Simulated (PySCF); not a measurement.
SMILES CC(=O)C[Si](C)(C)C at its GFN2-xTB optimised geometry (Å):

```
22

C      2.4900    -1.8413    -1.5482
C      2.0275    -1.4784    -0.1564
O      2.0317    -2.2789     0.7509
C      1.5398    -0.0834     0.0000
Si    -0.3954    -0.0834     0.0000
C     -0.9887    -0.9959     1.5590
C     -1.0389    -0.9474    -1.5752
C     -0.9495     1.7424     0.0000
H      2.6298    -2.9156    -1.6330
H      3.4404    -1.3467    -1.7435
H      1.7701    -1.4980    -2.2856
H      1.9257     0.5602    -0.7858
H      1.8554     0.3028     0.9671
H     -0.4051    -1.8996     1.7091
H     -2.0345    -1.2808     1.4880
H     -0.8738    -0.3824     2.4483
H     -0.6588    -0.4818    -2.4805
H     -2.1229    -0.9040    -1.6221
H     -0.7540    -1.9953    -1.5935
H     -0.6149     2.2649    -0.8908
H     -2.0317     1.8129     0.0317
H     -0.5618     2.2789     0.8603
```

Calculation: PBE/def2-SVP run with PySCF 2.14.0. Cells within 0.4 Å of a nucleus heavier than hydrogen are left out (blank, or x).

Map of the electron localisation function on the plane z = 0.0 Å:

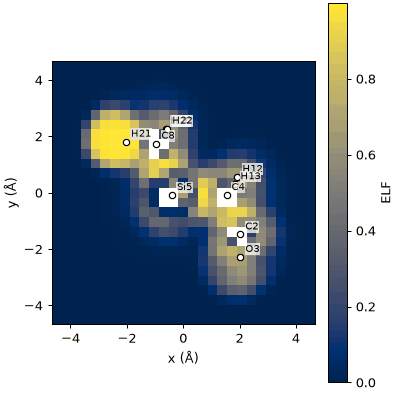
Electron localisation function on the plane z = 0.0 Å.
